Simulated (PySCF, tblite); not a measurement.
# CH7FP2Si: dynamics, then NMR shifts on frames, part 2 of 2

tblite 0.8.0 and PySCF 2.14.0. Atoms count from 0. The steps go on from the part before.

## Step 5: Nuclear shieldings: 625 fs, PBE0/pcSseg-1

What the job is given:

```
{"job": {"kind": "nmr", "xc": "PBE0", "basis": "pcSseg-1", "pop": false}, "charge": 0, "multiplicity": 1}
F      0.936900     2.033200     0.327800
C     -0.372000     1.568900     0.639000
Si    -0.649200    -0.214100     0.123600
P      1.249700    -1.240400     0.999000
P     -2.708000    -0.769100     0.866200
H     -0.982600     2.322500     0.052600
H     -0.499100     1.723900     1.686100
H     -0.743300    -0.274000    -1.358300
H      2.250800    -0.995100     0.153600
H      0.865500    -2.314800     0.128400
H     -2.540100    -0.647400     2.202300
H     -2.555200    -2.086200     0.870000
```

With the program's defaults for keys left out, this is: GIAO PBE0/pcSseg-1 NMR shielding, non-relativistic, gas phase.

Output:

```text
coarse grid: 11384 points
cycle   1  E = -1113.6735916894  dE =  1.886e-01  |g| = 4.565e-01  |ddm| = 3.021e+00
cycle   2  E = -1113.6401915848  dE =  3.340e-02  |g| = 6.695e-01  |ddm| = 8.792e-01
cycle   3  E = -1113.7121743901  dE = -7.198e-02  |g| = 4.842e-02  |ddm| = 5.173e-01
cycle   4  E = -1113.7125698127  dE = -3.954e-04  |g| = 2.309e-02  |ddm| = 6.445e-02
cycle   5  E = -1113.7126962691  dE = -1.265e-04  |g| = 4.304e-03  |ddm| = 2.590e-02
cycle   6  E = -1113.7127009799  dE = -4.711e-06  |g| = 1.290e-03  |ddm| = 7.263e-03
final grid: 96200 points
cycle   7  E = -1113.7475727967  dE = -2.463e-05  |g| = 6.282e-03  |ddm| = 2.386e-02
cycle   8  E = -1113.7475665872  dE =  6.210e-06  |g| = 8.555e-03  |ddm| = 1.162e-02
cycle   9  E = -1113.7475817886  dE = -1.520e-05  |g| = 8.693e-04  |ddm| = 6.073e-03
cycle  10  E = -1113.7475819194  dE = -1.308e-07  |g| = 2.052e-04  |ddm| = 9.733e-04
cycle  11  E = -1113.7475819260  dE = -6.633e-09  |g| = 4.409e-05  |ddm| = 1.815e-04
cycle  12  E = -1113.7475819265  dE = -4.743e-10  |g| = 1.038e-05  |ddm| = 6.910e-05
converged SCF energy = -1113.7475819265

GIAO shielding tensors (ppm)
atom      isotropic    diamagn.    paramagn.     s11        s22        s33       span
  0 F      439.466     474.465     -34.999    400.131    445.317    472.949     72.817
  1 C      102.694     246.767    -144.073     48.743     83.416    175.924    127.181
  2 Si     364.629     880.299    -515.670    301.506    369.419    422.963    121.457
  3 P      611.645     966.962    -355.318    524.701    613.150    697.083    172.383
  4 P      622.524     967.482    -344.957    557.450    632.588    677.536    120.086
  5 H       25.507      27.848      -2.341     20.314     26.793     29.413      9.099
  6 H       27.365      30.134      -2.768     21.889     29.027     31.180      9.291
  7 H       26.387      29.417      -3.030     22.666     24.547     31.949      9.283
  8 H       31.092      31.852      -0.761     25.151     27.038     41.087     15.936
  9 H       29.883      29.056       0.827     24.536     28.039     37.074     12.538
 10 H       31.249      30.847       0.402     25.797     28.187     39.764     13.966
 11 H       31.606      31.370       0.236     25.971     28.675     40.173     14.202
```

Wall time 11 s (1 thread of Arm Neoverse V1, shared host); peak memory 0.72 GiB.

In short: δ C1 84.2, F0 -268.5, Si2 -15.5, P3 -293.3, H5 6.21, H7 5.33 ppm.

## Step 6: Shielding tensors: 800 fs, PBE0/pcSseg-1

What the job is given:

```
{"job": {"kind": "nmr", "xc": "PBE0", "basis": "pcSseg-1", "pop": false}, "charge": 0, "multiplicity": 1}
F      0.841800     2.402700    -0.028700
C     -0.455600     1.926800     0.091900
Si    -0.474600    -0.064600     0.034200
P      1.325500    -1.116300     1.021100
P     -2.471000    -0.865200     0.842800
H     -1.061800     2.529500    -0.617200
H     -0.920700     2.297000     1.022300
H     -0.246800    -0.499200    -1.292700
H      2.243600    -0.192400     0.199700
H      1.277100    -2.117400    -0.015900
H     -2.124800    -1.750800     1.793600
H     -2.356500    -1.821100    -0.153700
```

With the program's defaults for keys left out, this is: GIAO PBE0/pcSseg-1 NMR shielding, non-relativistic, gas phase.

Output:

```text
coarse grid: 11384 points
cycle   1  E = -1113.6741571101  dE =  6.381e-02  |g| = 4.443e-01  |ddm| = 2.996e+00
cycle   2  E = -1113.6478402439  dE =  2.632e-02  |g| = 6.272e-01  |ddm| = 7.910e-01
cycle   3  E = -1113.7095902887  dE = -6.175e-02  |g| = 4.522e-02  |ddm| = 4.567e-01
cycle   4  E = -1113.7099309524  dE = -3.407e-04  |g| = 1.902e-02  |ddm| = 5.830e-02
cycle   5  E = -1113.7100185198  dE = -8.757e-05  |g| = 4.257e-03  |ddm| = 2.515e-02
cycle   6  E = -1113.7100230728  dE = -4.553e-06  |g| = 1.179e-03  |ddm| = 6.932e-03
final grid: 96200 points
cycle   7  E = -1113.7449964614  dE = -1.923e-05  |g| = 6.220e-03  |ddm| = 2.116e-02
cycle   8  E = -1113.7449899581  dE =  6.503e-06  |g| = 8.499e-03  |ddm| = 1.191e-02
cycle   9  E = -1113.7450054241  dE = -1.547e-05  |g| = 6.801e-04  |ddm| = 6.410e-03
cycle  10  E = -1113.7450055071  dE = -8.298e-08  |g| = 1.999e-04  |ddm| = 8.307e-04
cycle  11  E = -1113.7450055134  dE = -6.332e-09  |g| = 4.527e-05  |ddm| = 1.883e-04
cycle  12  E = -1113.7450055139  dE = -5.159e-10  |g| = 9.191e-06  |ddm| = 6.404e-05
converged SCF energy = -1113.7450055139

GIAO shielding tensors (ppm)
atom      isotropic    diamagn.    paramagn.     s11        s22        s33       span
  0 F      452.079     472.896     -20.818    393.018    471.307    491.912     98.894
  1 C      103.666     244.393    -140.727     56.977     73.725    180.297    123.320
  2 Si     373.419     880.004    -506.585    314.883    366.634    438.741    123.859
  3 P      555.901     966.085    -410.183    512.183    531.564    623.958    111.775
  4 P      614.619     967.009    -352.390    525.849    628.980    689.028    163.179
  5 H       25.948      28.038      -2.090     22.160     25.880     29.804      7.644
  6 H       26.667      28.492      -1.825     22.499     27.388     30.114      7.616
  7 H       26.618      31.677      -5.059     23.336     25.194     31.325      7.988
  8 H       27.050      27.119      -0.069     22.015     25.662     33.473     11.458
  9 H       29.099      29.450      -0.351     24.397     26.746     36.154     11.758
 10 H       31.337      31.414      -0.078     25.760     28.271     39.978     14.218
 11 H       30.240      29.976       0.264     24.715     28.150     37.855     13.140
```

Run time: 11 s. Hardware: 1 thread of Arm Neoverse V1, shared host; peak memory 0.72 GiB.

This run: δ C1 83.3, F0 -281.1, Si2 -24.3, P3 -237.5, H5 5.77, H7 5.10 ppm.

## Step 7: Shielding tensors: 1000 fs, PBE0/pcSseg-1

What the job is given:

```
{"job": {"kind": "nmr", "xc": "PBE0", "basis": "pcSseg-1", "pop": false}, "charge": 0, "multiplicity": 1}
F      0.799900     2.048200     0.723100
C     -0.468400     1.502300     0.683100
Si    -0.372600    -0.340800     0.146700
P      1.574500    -1.036100     1.088300
P     -2.344200    -1.276800     0.787700
H     -0.954900     2.142500    -0.068600
H     -0.775600     1.535000     1.714700
H     -0.497700    -0.224400    -1.323200
H      1.743600    -2.255600     0.350900
H      1.060300    -1.732900     2.207200
H     -2.247900    -0.866700     2.127200
H     -1.812700    -2.574000     1.167300
```

Method: GIAO PBE0/pcSseg-1 NMR shielding, non-relativistic, gas phase.

Output:

```text
coarse grid: 11384 points
cycle   1  E = -1113.6848943779  dE =  1.347e-01  |g| = 4.513e-01  |ddm| = 2.987e+00
cycle   2  E = -1113.6599546901  dE =  2.494e-02  |g| = 6.309e-01  |ddm| = 8.503e-01
cycle   3  E = -1113.7221752203  dE = -6.222e-02  |g| = 4.758e-02  |ddm| = 4.803e-01
cycle   4  E = -1113.7225610975  dE = -3.859e-04  |g| = 2.169e-02  |ddm| = 6.940e-02
cycle   5  E = -1113.7226796778  dE = -1.186e-04  |g| = 4.047e-03  |ddm| = 2.667e-02
cycle   6  E = -1113.7226831831  dE = -3.505e-06  |g| = 1.351e-03  |ddm| = 5.698e-03
final grid: 96200 points
cycle   7  E = -1113.7579140109  dE = -1.999e-05  |g| = 6.704e-03  |ddm| = 2.462e-02
cycle   8  E = -1113.7579081667  dE =  5.844e-06  |g| = 8.717e-03  |ddm| = 1.323e-02
cycle   9  E = -1113.7579245782  dE = -1.641e-05  |g| = 8.617e-04  |ddm| = 6.819e-03
cycle  10  E = -1113.7579247097  dE = -1.315e-07  |g| = 1.655e-04  |ddm| = 9.027e-04
cycle  11  E = -1113.7579247132  dE = -3.586e-09  |g| = 4.733e-05  |ddm| = 1.539e-04
cycle  12  E = -1113.7579247138  dE = -5.678e-10  |g| = 9.430e-06  |ddm| = 6.764e-05
converged SCF energy = -1113.7579247138

GIAO shielding tensors (ppm)
atom      isotropic    diamagn.    paramagn.     s11        s22        s33       span
  0 F      454.980     473.567     -18.587    398.228    474.340    492.372     94.144
  1 C      105.809     248.010    -142.202     51.069     90.707    175.650    124.581
  2 Si     376.327     880.282    -503.956    334.695    382.632    411.654     76.959
  3 P      563.060     966.618    -403.558    476.453    598.033    614.695    138.242
  4 P      566.979     966.411    -399.432    490.322    600.984    609.631    119.309
  5 H       25.657      28.981      -3.324     20.635     26.854     29.483      8.847
  6 H       26.903      30.292      -3.389     20.952     28.682     31.075     10.123
  7 H       26.678      29.266      -2.588     23.596     24.356     32.083      8.486
  8 H       29.032      29.042      -0.010     24.830     25.888     36.377     11.547
  9 H       29.774      29.807      -0.034     24.871     27.629     36.820     11.949
 10 H       30.060      30.072      -0.011     25.772     27.930     36.480     10.707
 11 H       29.144      28.808       0.335     24.514     27.081     35.836     11.322
```

Run time: 11 s. Hardware: 1 thread of Arm Neoverse V1, shared host; peak memory 0.72 GiB.

In short: δ C1 81.1, F0 -284.0, Si2 -27.2, P3 -244.7, H5 6.06, H7 5.04 ppm.

## Step 8: Comparing the runs: NMR shifts

Shifts (ppm) of some atoms, chosen among heavy atoms and hydrogens apart, with basis size and wall time:

```
  frame    C1   H11    H8      F0    Si2      P4      P3  functions  time
 250 fs  96.1  2.07  0.55  -267.0  -28.4  -259.3  -299.3        141  11 s
 425 fs  73.3  3.74  3.18  -301.2  -31.4  -239.1  -274.4        141  11 s
 625 fs  84.2  0.11  0.63  -268.5  -15.5  -304.1  -293.3        141  11 s
 800 fs  83.3  1.48  4.67  -281.1  -24.3  -296.2  -237.5        141  11 s
1000 fs  81.1  2.57  2.69  -284.0  -27.2  -248.6  -244.7        141  11 s
```

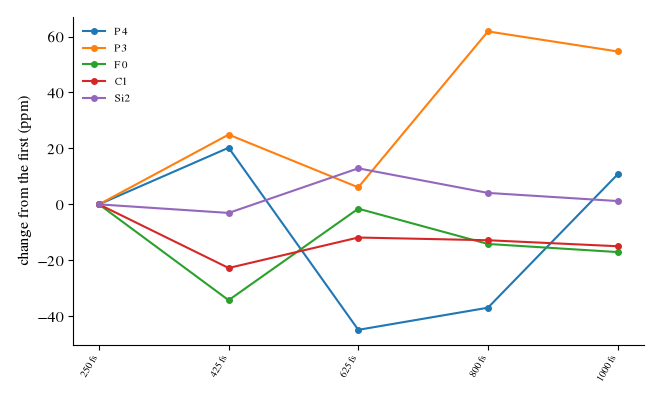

How five of the tabulated atoms move from run to run.

## Step 9: Summary of results

This closing draws on all 2 parts.

| quantity | value |
| --- | --- |
| thermostat | 400 K |
| mean temperature, second half | 351 K |
| mean potential energy above the minimum | 0.53 eV |
| 13C shifts against TMS (PBE0/pcSseg-1, 250 fs) | 96.1 ppm |
| 1H shifts against TMS (PBE0/pcSseg-1, 250 fs) | 5.69, 5.07, 4.35, 3.04, 2.34, 2.07, 0.55 ppm |
| 19F shifts against CFCl3 (PBE0/pcSseg-1, 250 fs) | -267.0 ppm |
| 29Si shifts against TMS (PBE0/pcSseg-1, 250 fs) | -28.4 ppm |
| 31P shifts against H3PO4 (PBE0/pcSseg-1, 250 fs) | -259.3, -299.3 ppm |
| range of the shift of P4 | -304.1 to -239.1 ppm |

In the second half the potential energy averages 0.53 eV above the minimum; equipartition over 30 harmonic modes at 400 K would give 0.52 eV. With 12 atoms the temperature swings widely (206 to 657 K). Shifts at one fixed geometry are not the observed spectrum, which averages over the motion. In the first frame run (250 fs): Shielding is most anisotropic at P3 (span 187 ppm, paramagnetic term -350 ppm). Across the 5 runs the shift of P4 moves most, between -304.1 (625 fs) and -239.1 ppm (425 fs).
